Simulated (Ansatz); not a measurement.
Partial pair distribution functions of a relaxed model of amorphous Zr20O41K2, broadened by 0.06 Å; density 5.19 g/cm³. Calculation: PBE, scalar-relativistic without spin-orbit coupling (plane waves to 420 eV, PAW; Ansatz, a first-principles code).

A CHGNet melt-quench gave the starting glass, which DFT then relaxed. O atoms were pushed apart under 1.9 Å during the dynamics, to hinder bonds among them. The hot cell started wider than the set density and was brought back towards it in steps. It is the lowest in DFT energy of 2 quenches. It is a model cell: composition and starting density were chosen by hand, and all elements were melted together. No dispersion term was used. Its density started from a set value of 5.07 and ended at 5.19 g/cm³. Cooling (nominally 300 K/ps over its main leg) ran many orders faster than in experiment, which tends to leave more defects and strain. A cell of this size samples the disorder only roughly. Volume and shape were free in the relaxation. On a 2×2×2 Γ-centred mesh force components of up to 0.13 eV/Å stay, since the relaxation ran on the zone centre alone.

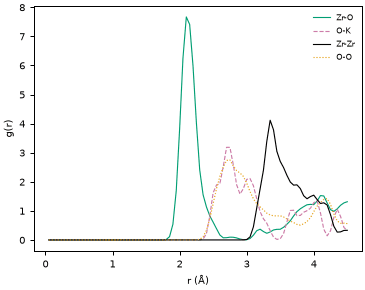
Fig. 1. Partial pair distribution functions

Highest peaks under 4.5 Å: Zr-O near 2.10 Å, O-K near 2.70 Å, Zr-Zr near 3.35 Å, O-O near 2.75 Å; pairs of few atoms are noisy.

Within 2.90 Å each Zr has 6.65 O neighbours on average.
